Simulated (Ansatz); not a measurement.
One stationary structure of MgSe. Method: r2SCAN (plane waves to 500 eV, PAW, scalar-relativistic; Ansatz, a quantum-chemistry and plane-wave program).

Fm-3m (No. 225), cF8, rock salt type; a = b = c = 5.4722 Å, α = β = γ = 90.00°.

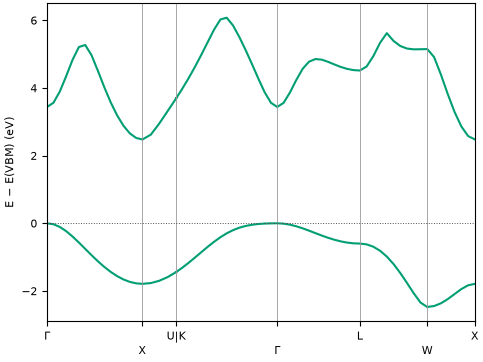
Highest filled and lowest empty band along the path of this cell's Brillouin zone

Task: Read off the gap and say whether it is direct.

Result: 2.48 eV, indirect (valence top at Γ, conduction bottom at X) (no spin-orbit coupling).

Task: How far does the top valence band disperse along this path?

Result: About 2.5 eV.

No spin polarisation in the result.

Measured for MgSe: a 5.46 Å (room temperature; as listed in M J Lucero, T M Henderson, G E Scuseria, Journal of Physics Condensed Matter (2012)). Computed minus measured — a: r2SCAN +0.2 %. The computed values are for a static lattice.

The run could not lose the symmetry of its start; a randomly shaken copy of 4 atoms returns to this structure.
